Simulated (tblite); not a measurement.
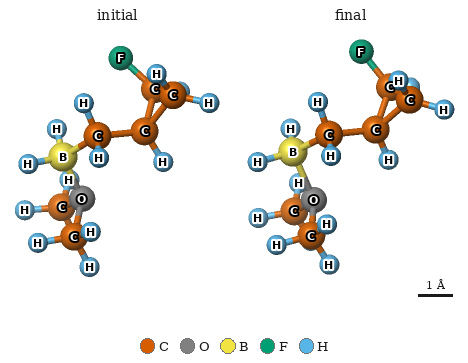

The structure of C6H14BFO before (left) and after (right) a relaxation, at one scale.

The picture is a ball-and-stick view, seen from a free direction.

These are results of GFN2-xTB geometry optimisation, gas phase (tblite 0.8.0), not measurements. 

Summarise the run.

The largest move after the best rigid fit is that of an H atom, 0.33 Å. Largest moves by element: H 0.33 Å, F 0.31 Å, B 0.20 Å, C 0.16 Å, O 0.10 Å. Near-neighbour distances that change, for instance: B–O 1.508 → 1.691 Å, C–H 1.121 → 1.085 Å, C–C 1.526 → 1.496 Å, C–H 1.106 → 1.079 Å. Among the angles between lasting bonds that change: F–C–H 120.6° → 109.3°, H–C–H 122.2° → 114.3°, O–B–H 110.6° → 103.0°. Over 88 geometry steps the energy falls by 0.666 eV.
